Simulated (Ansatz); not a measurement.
**CH7NO3Ti: how energies converge with the basis set**

Aim: see how fast density functionals converge with the basis set for CH7NO3Ti.

The runs use Ansatz 0.2.0, Gaussian basis; one geometry, several basis sets.

Levels to be run: PBE0-D4/def2-SVP; ωB97M-V/def2-SVP; PBE0-D4/def2-QZVPP; ωB97M-V/def2-QZVPP; the functionals' def2-TZVPP values are taken from earlier runs.

## (1) The geometry

The geometry comes from an earlier relaxation with PBE0-D4 in a triple-zeta def2 set; it is a stationary point, not always the lowest conformer.

SMILES `C[NH][Ti]([OH])([OH])[OH]`, 13 atoms, charge 0, spin multiplicity 1.

Atoms are counted from 1 here; the program's logs count them from 0.

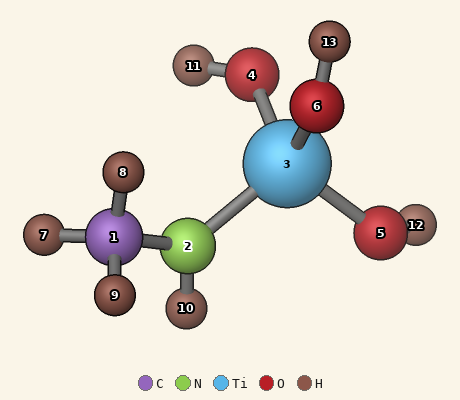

The structure; carbon purple, nitrogen green, titanium blue, oxygen red, hydrogen brown; atoms are numbered from 1 in the order of the file.

As a file:

```xyz
13
charge 0, multiplicity 1
C     1.2585   -1.5508    0.3360
N     0.7289   -0.5159   -0.5208
Ti   -0.4936    0.8373   -0.0977
O    -2.1929    0.2563   -0.3205
O    -0.1870    2.1993   -1.2470
O    -0.2580    1.2516    1.6496
H     1.0096   -2.5561   -0.0268
H     0.8408   -1.4495    1.3398
H     2.3488   -1.4867    0.4303
H     1.1615   -0.5028   -1.4359
H    -2.5248   -0.5900   -0.6195
H    -0.7802    2.6780   -1.8257
H    -0.8911    1.3946    2.3528
```

## (2) PBE0-D4 in def2-SVP

Input file in.yaml:

```yaml
crystal:
  periodic: [false, false, false]
  atoms:
    - {symbol: C, position_ang: [1.258492, -1.550834, 0.335995]}
    - {symbol: N, position_ang: [0.728934, -0.515885, -0.520750]}
    - {symbol: Ti, position_ang: [-0.493627, 0.837304, -0.097745]}
    - {symbol: O, position_ang: [-2.192887, 0.256294, -0.320494]}
    - {symbol: O, position_ang: [-0.187032, 2.199276, -1.247011]}
    - {symbol: O, position_ang: [-0.258028, 1.251578, 1.649593]}
    - {symbol: H, position_ang: [1.009584, -2.556133, -0.026775]}
    - {symbol: H, position_ang: [0.840775, -1.449531, 1.339841]}
    - {symbol: H, position_ang: [2.348809, -1.486701, 0.430341]}
    - {symbol: H, position_ang: [1.161519, -0.502809, -1.435918]}
    - {symbol: H, position_ang: [-2.524801, -0.589990, -0.619454]}
    - {symbol: H, position_ang: [-0.780169, 2.678011, -1.825656]}
    - {symbol: H, position_ang: [-0.891070, 1.394620, 2.352834]}
basis:
  gaussian: {orbitals: def2-SVP}
hamiltonian: {xc: pbe0, dispersion: d4}
output: {orbitals: {seedname: orbitals}}
```

Launch:

```
ansatz run in.yaml --threads 4 --pin off --events-out ev --progress --plain --max-ram 11315MiB
```

The program printed:

```text
Functional definition: PBE0
  name "PBE0"
  cite "Adamo & Barone, J. Chem. Phys. 110, 6158 (1999) doi:10.1063/1.478522"
  cite "Perdew, Burke & Ernzerhof, Phys. Rev. Lett. 77, 3865 (1996) doi:10.1103/PhysRevLett.77.3865"
  parent pbe
  parameter a = 0.25
  parameter kappa = 0.804
  parameter beta = 0.06672455060314922
  exchange = (1 - a)*pbe_x(kappa = kappa, mu = beta*pi^2/3) + a*exact_x
  correlation = pbe_c(beta = beta)
1620 factors; their error is unknown
mean field evaluation 1: about -31857.2334 eV, gradient 1.0e2 eV
mean field evaluation 2: about -31560.2590 eV, gradient 4.2e2 eV
mean field evaluation 4: about -31875.6999 eV, gradient 3.0e1 eV
mean field evaluation 8: about -31877.6267 eV, gradient 2.3e-1 eV
mean field evaluation 16: about -31877.7050 eV, gradient 7.4e-4 eV
mean field -31877.70500947 eV, -1171.4840516136 hartree, gradient 5.5e-5 eV, S^2 0.000000; 0 other end points of the search recorded, 0 dependent functions left out
reference -31877.70508307 eV, -1171.4840543184 hartree; 33, 33 occupied and 103, 103 virtual orbitals, 1620 factors
Total energy: -31877.94291243 eV, -1171.4927943862 hartree
```

Run time: 0.9 s. Hardware: 4 threads of AMD EPYC 9R45, shared host; peak memory 0.41 GiB.

## (3) ωB97M-V in def2-SVP

in.yaml, as its differences from that of step 2:

```diff
@@ -18,3 +18,3 @@
   gaussian: {orbitals: def2-SVP}
-hamiltonian: {xc: pbe0, dispersion: d4}
+hamiltonian: {xc: {name: wB97M-V}}
 output: {orbitals: {seedname: orbitals}}
```

Launched as before.

The program printed, shortened:

```text
Functional definition: wB97M-V
  name "wB97M-V"
  cite "Mardirossian & Head-Gordon, J. Chem. Phys. 144, 214110 (2016) doi:10.1063/1.4952647"
  cite "Becke, J. Chem. Phys. 107, 8554 (1997) doi:10.1063/1.475007"
  cite "Vydrov & Van Voorhis, J. Chem. Phys. 133, 244103 (2010) doi:10.1063/1.3521275"
  # Of w^i u^j: cxij and so on, Table III.
[...]
  gx(w, u) = 1 - cx + cx01*u + cx10*w
  gss(w, u) = css00 + css04*u^4 + css10*w + css20*w^2 + css43*w^4*u^3
  gos(w, u) = cos00 + cos10*w + (cos20 + cos21*u)*w^2 + (cos60 + cos61*u)*w^6
[...]
      + integral(e_c_pw_mod_opposite_spin*gos(b97_w_opposite, b97_u_opposite)) + vv10(b, c)
1610 factors; their error is unknown
324 factors; integrals over basis functions are off by at most 5.6e-5 eV
[...]
mean field -31887.74015637 eV, -1171.8528364602 hartree, gradient 5.6e-5 eV, S^2 0.000000; 0 other end points of the search recorded, 0 dependent functions left out
reference -31887.74027306 eV, -1171.8528407484 hartree; 33, 33 occupied and 103, 103 virtual orbitals, 1610 factors
Total energy: -31887.74027306 eV, -1171.8528407484 hartree
```

It took 3.1 s on 4 threads of AMD EPYC 9R45, shared host; peak memory 0.56 GiB.

## (4) PBE0-D4 in def2-QZVPP

in.yaml, as its differences from that of step 3:

```diff
@@ -17,4 +17,4 @@
 basis:
-  gaussian: {orbitals: def2-SVP}
-hamiltonian: {xc: {name: wB97M-V}}
+  gaussian: {orbitals: "def2-QZVPP.json"}
+hamiltonian: {xc: pbe0, dispersion: d4}
 output: {orbitals: {seedname: orbitals}}
```

The command is unchanged.

The program printed:

```text
Functional definition: PBE0
  name "PBE0"
  cite "Adamo & Barone, J. Chem. Phys. 110, 6158 (1999) doi:10.1063/1.478522"
  cite "Perdew, Burke & Ernzerhof, Phys. Rev. Lett. 77, 3865 (1996) doi:10.1103/PhysRevLett.77.3865"
  parent pbe
  parameter a = 0.25
  parameter kappa = 0.804
  parameter beta = 0.06672455060314922
  exchange = (1 - a)*pbe_x(kappa = kappa, mu = beta*pi^2/3) + a*exact_x
  correlation = pbe_c(beta = beta)
1881 factors; their error is unknown
mean field evaluation 1: about -31868.7907 eV, gradient 1.2e2 eV
mean field evaluation 2: about -31598.0568 eV, gradient 4.7e2 eV
mean field evaluation 4: about -31890.1389 eV, gradient 3.6e1 eV
mean field evaluation 8: about -31892.4460 eV, gradient 1.4e-1 eV
mean field evaluation 16: about -31892.4864 eV, gradient 3.1e-4 eV
mean field -31892.48644180 eV, -1172.0272592324 hartree, gradient 2.4e-5 eV, S^2 0.000000; 0 other end points of the search recorded, 0 dependent functions left out
reference -31892.48649444 eV, -1172.0272611670 hartree; 33, 33 occupied and 555, 555 virtual orbitals, 1881 factors
Total energy: -31892.72432380 eV, -1172.0360012348 hartree
```

Wall time 6 s (4 threads of AMD EPYC 9R45, shared host); peak memory 2.7 GiB.

## (5) ωB97M-V in def2-QZVPP

in.yaml, as its differences from that of step 4:

```diff
@@ -18,3 +18,3 @@
   gaussian: {orbitals: "def2-QZVPP.json"}
-hamiltonian: {xc: pbe0, dispersion: d4}
+hamiltonian: {xc: {name: wB97M-V}}
 output: {orbitals: {seedname: orbitals}}
```

The command is unchanged.

The program printed, shortened:

```text
Functional definition: wB97M-V
  name "wB97M-V"
  cite "Mardirossian & Head-Gordon, J. Chem. Phys. 144, 214110 (2016) doi:10.1063/1.4952647"
  cite "Becke, J. Chem. Phys. 107, 8554 (1997) doi:10.1063/1.475007"
  cite "Vydrov & Van Voorhis, J. Chem. Phys. 133, 244103 (2010) doi:10.1063/1.3521275"
  # Of w^i u^j: cxij and so on, Table III.
[...]
  gx(w, u) = 1 - cx + cx01*u + cx10*w
  gss(w, u) = css00 + css04*u^4 + css10*w + css20*w^2 + css43*w^4*u^3
  gos(w, u) = cos00 + cos10*w + (cos20 + cos21*u)*w^2 + (cos60 + cos61*u)*w^6
[...]
      + integral(e_c_pw_mod_opposite_spin*gos(b97_w_opposite, b97_u_opposite)) + vv10(b, c)
1869 factors; their error is unknown
469 factors; integrals over basis functions are off by at most 1.3e-5 eV
[...]
mean field -31902.77524999 eV, -1172.4053659595 hartree, gradient 5.5e-5 eV, S^2 0.000000; 0 other end points of the search recorded, 0 dependent functions left out
reference -31902.77533685 eV, -1172.4053691514 hartree; 33, 33 occupied and 555, 555 virtual orbitals, 1869 factors
Total energy: -31902.77533685 eV, -1172.4053691514 hartree
```

Wall time 13 s (4 threads of AMD EPYC 9R45, shared host); peak memory 3 GiB.

## (6) Density functionals: the series

The def2-TZVPP values come from earlier runs at the same geometry.

```
functional       basis  functions  energy (eV)  from the largest (eV)  HOMO (eV)  LUMO (eV)
   PBE0-D4    def2-SVP        136  -31877.9429                 14.781      -6.61      -0.78
   PBE0-D4  def2-TZVPP        317  -31891.7782                  0.946      -6.86      -1.01
   PBE0-D4  def2-QZVPP        588  -31892.7243                  0.000      -6.89      -1.06
   ωB97M-V    def2-SVP        136  -31887.7403                 15.035      -8.92       0.90
   ωB97M-V  def2-TZVPP        317  -31901.8834                  0.892      -9.18       1.01
   ωB97M-V  def2-QZVPP        588  -31902.7753                  0.000      -9.21       0.43
```

## (7) Summary of results

| quantity | value |
| --- | --- |
| PBE0-D4: double and triple zeta above quadruple | 14.78, 0.95 eV |
| ωB97M-V: double and triple zeta above quadruple | 15.04, 0.89 eV |

What this shows: PBE0-D4 gains 13.84 eV from double to triple zeta, then 0.95 eV more. These are total energies; as a rule much of such shifts cancels in differences, which this series doesn't test.

For PBE0-D4 the largest set took about 7 times as long as the smallest (6 s against 0.9 s).
